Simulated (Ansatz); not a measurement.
**C3H9NSn: density, localisation and related maps**

Input

```
crystal:
  periodic: [false, false, false]
  atoms:
    - { symbol: C, position_ang: [-1.1366, 0.7913, 1.6869] }
    - { symbol: C, position_ang: [-0.5313, 0.411, 0.5908] }
    - { symbol: C, position_ang: [-0.7695, 1.098, -0.746] }
    - { symbol: "N", position_ang: [0.4523, -0.6843, 0.6992] }
    - { symbol: Sn, position_ang: [1.4562, -1.4504, -0.915] }
    - { symbol: H, position_ang: [-1.042, 0.3678, 2.6315] }
    - { symbol: H, position_ang: [-1.8482, 1.6716, 1.6296] }
    - { symbol: H, position_ang: [0.2675, 1.5229, -1.1018] }
    - { symbol: H, position_ang: [-1.1195, 0.3805, -1.4283] }
    - { symbol: H, position_ang: [-1.4615, 1.9354, -0.638] }
    - { symbol: H, position_ang: [0.5115, -1.167, 1.6448] }
    - { symbol: H, position_ang: [0.3636, -1.9767, -2.1212] }
    - { symbol: H, position_ang: [2.4307, -0.1546, -1.5612] }
    - { symbol: H, position_ang: [1.42547, -0.48864, 0.38894] }
basis:
  gaussian: { orbitals: def2-SVP }
hamiltonian:
  xc: pbe
relax:
  f_tol: 0.02
  max_steps: 50
output:
  orbitals: {}
```

Command:

```sh
ansatz run input.yaml --threads 2 --pin off --max-ram 3072MiB --backend cpu --events-out ev --progress --plain --runs-dir out
```

The fields are those of the run's last geometry, not of the input's.

Core potentials replace the inner electrons of Sn.

Theory: RKS PBE/def2-SVP in Ansatz.

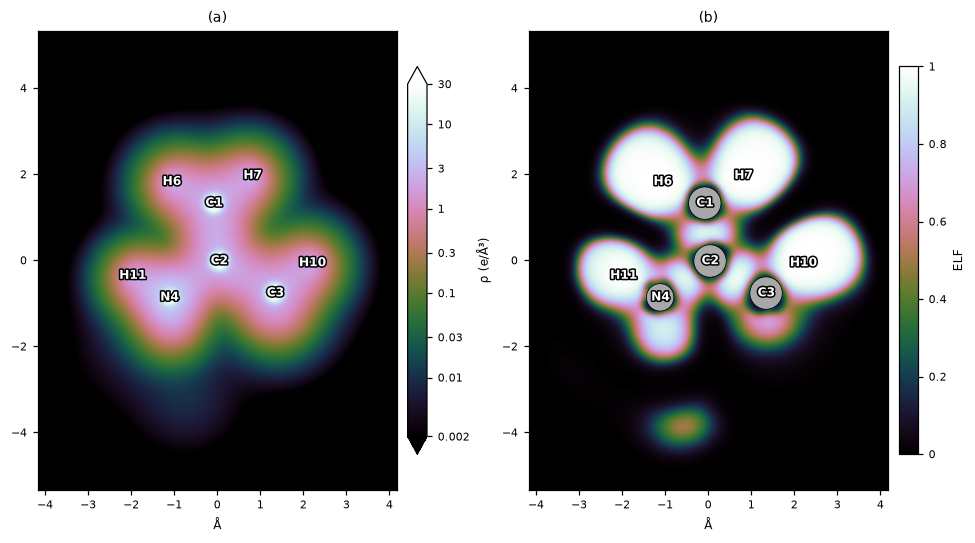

Figure 1. (a) electron density; (b) electron localisation function on the plane of atoms C2, C1 and H7. Grey discs cover the atomic cores in the ELF map.

> What do the fields say about this system?

Atoms in the plane: C, N and H.
C–C (1.35 Å): ρ is about 2.2 e/Å³ halfway; the ELF peaks at about 0.90 between the atoms: localised, covalent bonding.
C–N (1.44 Å): ρ at the midpoint is about 2 e/Å³; the ELF peaks at about 0.95 between the atoms; a shared electron pair.
N–H (1.03 Å): ρ at the midpoint is about 2.8 e/Å³; the ELF climbs to about 1 towards the hydrogen, as it does in any bond to H: an ordinary covalent bond to hydrogen.
C–C (1.50 Å): ρ at the midpoint is about 1.7 e/Å³; the ELF peaks at about 0.95 between the atoms; a shared electron pair.
C–H (1.10 Å): the density is about 1.9 e/Å³ at the midpoint; the ELF climbs to about 1 towards the hydrogen: an ordinary covalent bond to hydrogen.

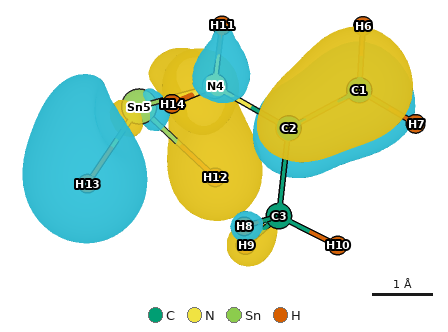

Figure 2. The HOMO−1 at ±0.1 Å⁻³ᐟ² (yellow and cyan are the two phases), seen at a tilt.

> Describe this orbital and give its energy.

By Hirshfeld shares it lies mainly on C1 (about 25 %), Sn5 (about 20 %), H13 (about 20 %), C2 (about 15 %), H12 (about 5 %) and N4 (about 5 %). Its energy is −6.02 eV.

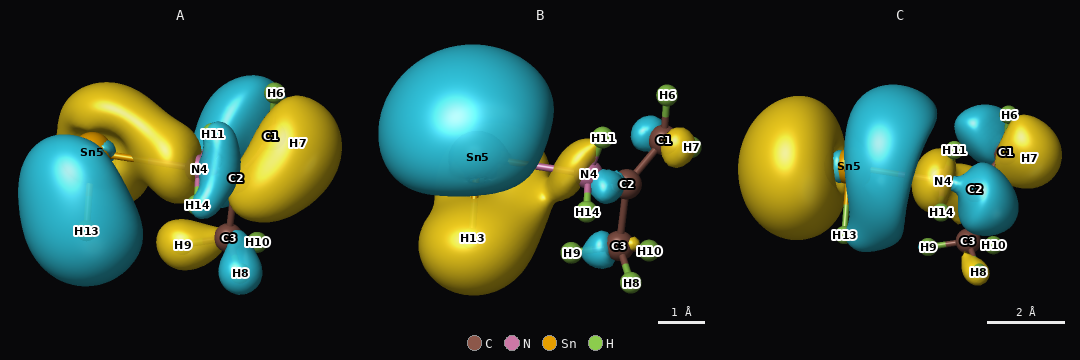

Figure 3. Three frontier orbitals at ±0.06 Å⁻³ᐟ² (yellow and cyan are the two phases), in no order.

> Order the three orbitals by energy and name them.

A is the HOMO−1 (−6.02 eV). Its weight (Hirshfeld) is mainly on C1 (about 25 %), Sn5 (about 20 %), H13 (about 20 %), C2 (about 15 %), H12 (about 5 %) and N4 (about 5 %). B is the HOMO (−4.70 eV). It lies mainly on Sn5 (about 70 %), H12 (about 10 %) and H13 (about 10 %). C is the LUMO (−1.67 eV). It lies mainly on Sn5 (about 65 %), N4 (about 10 %), C1 (about 5 %) and C2 (about 5 %).

> What is the HOMO–LUMO gap?

3.03 eV between the orbital energies.
